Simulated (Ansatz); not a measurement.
**C2H6AlS (SMILES [CH3][Al][S]C) (doublet): density, localisation and related maps**

Input

```
crystal:
  periodic: [false, false, false]
  atoms:
    - {symbol: C, position_ang: [2.132626, -1.266462, 0.396716]}
    - {symbol: Al, position_ang: [0.815801, 0.193136, 0.385154]}
    - {symbol: S, position_ang: [-1.136044, -0.292997, -0.481097]}
    - {symbol: C, position_ang: [-2.074877, 1.263080, -0.375135]}
    - {symbol: H, position_ang: [2.690130, -1.263737, -0.545558]}
    - {symbol: H, position_ang: [2.853248, -1.169982, 1.211241]}
    - {symbol: H, position_ang: [1.624782, -2.231237, 0.486707]}
    - {symbol: H, position_ang: [-2.980302, 1.086308, 0.204350]}
    - {symbol: H, position_ang: [-1.493546, 2.051848, 0.101871]}
    - {symbol: H, position_ang: [-2.348618, 1.578844, -1.381149]}
basis:
  gaussian: {orbitals: def2-TZVPP}
magnetization: {spin_polarized: true, initial_magnetization: 1}
hamiltonian: {xc: pbe0, dispersion: d4}
output: {orbitals: {seedname: orbitals}}
```

Launched as:

```sh
ansatz run in.yaml --threads 4 --pin off --events-out ev --progress --plain --max-ram 10444MiB
```

Geometry: PBE0-D4/def2-TZVP.

Theory: UKS PBE0-D4/def2-TZVPP (Ansatz 0.2.0).

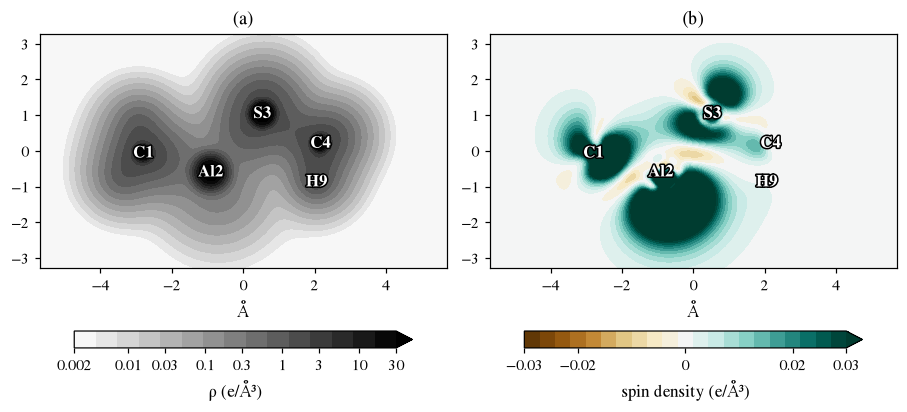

Figure 1. (a) electron density; (b) spin density (α minus β) on the plane of atoms Al2, S3 and C4.

Q: Interpret the plot.

A:
- The plane passes through C, Al, S and H nuclei.
- C–S (1.82 Å): the density is about 1.2 e/Å³ at the midpoint.
- C–Al (1.97 Å): ρ is about 0.69 e/Å³ halfway.
- Al–S (2.19 Å): ρ at the midpoint is about 0.67 e/Å³.
- C–H (1.09 Å): ρ at the midpoint is about 2 e/Å³.
- The unpaired spin (1 electron) lies mostly on Al2 (about 0.8), C1 (about 0.1) and S3 (about 0.1), in electrons by Hirshfeld's partition.

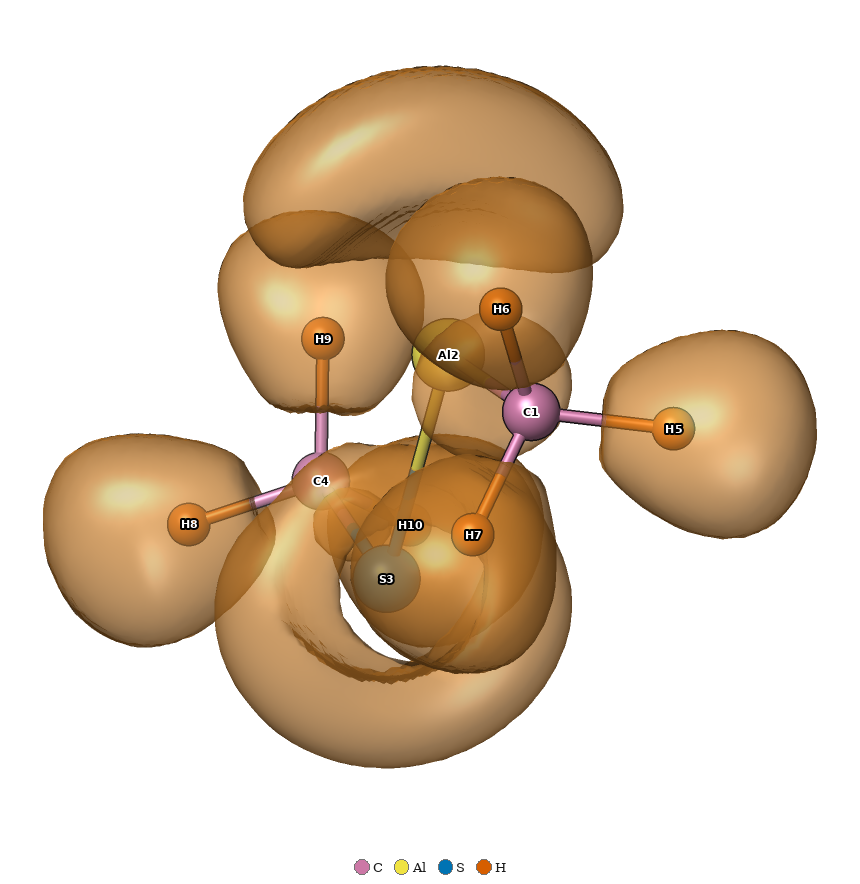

Figure 2. Isosurface of the ELF at 0.85 (orange), seen at an oblique angle. Only the valence region is drawn (cores and ρ < 0.01 e/Å³ removed).

Q: Describe the localisation domains.

A: The ELF exceeds this value in one region between bonded Al–C atoms (shared pairs), one region between bonded C–S atoms (shared pairs), six regions around hydrogen nuclei, one region on S in which the atom's valence shell and bonds are merged and one lobe on Al, pointing away from the bonds (non-bonding electrons). Along the contacts the grid gives the following. C–S (1.82 Å): the ELF peaks at about 0.90 between the atoms (localised, covalent bonding). C–Al (1.97 Å): the ELF peaks at about 0.95 between the atoms, as expected for a polar covalent bond.

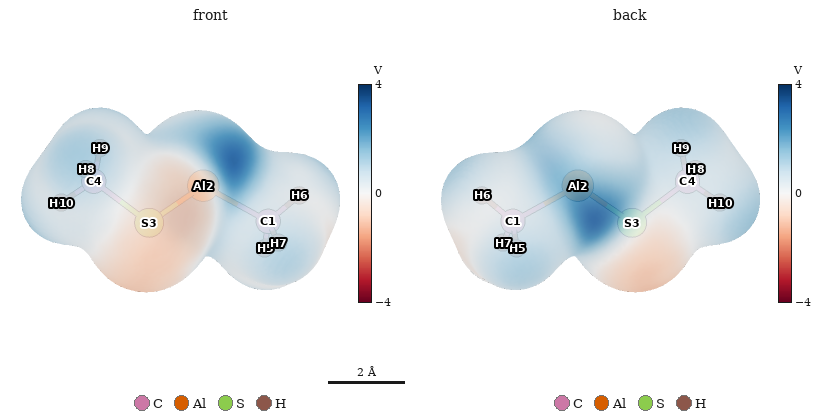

Figure 3. The molecular electrostatic potential painted on the density surface at 0.004 e/bohr³, seen from the front and from behind; red is negative and blue positive.

Q: Describe the electrostatic potential map.

A: The most negative region (about −1.0 V) lies over S3, the most positive (about +3.1 V) over Al2.

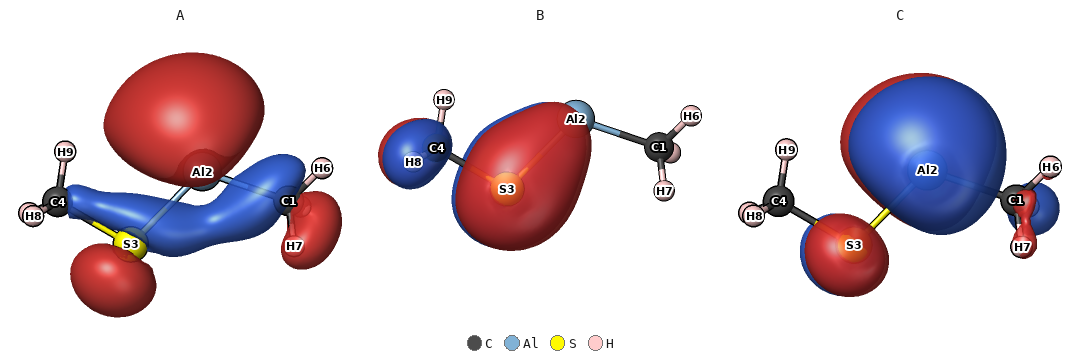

Figure 4. Three frontier orbitals at ±0.08 Å⁻³ᐟ² (blue and red are the two phases), in no order.

Q: Order the three orbitals by energy and name them. All are α orbitals.

A: B is the HOMO−1 (α) (−6.98 eV). By Hirshfeld shares it lies mainly on S3 (about 75 %), Al2 (about 15 %) and C4 (about 5 %); largely a lone pair of S3. A is the HOMO (α) (−5.43 eV). By Hirshfeld shares it lies mainly on Al2 (about 70 %), S3 (about 15 %) and C1 (about 10 %). C is the LUMO (α) (−1.21 eV). Its weight (Hirshfeld) is mainly on Al2 (about 75 %) and S3 (about 10 %).

Q: What is the gap between the highest occupied and lowest empty α orbitals?

A: 4.22 eV between the orbital energies.
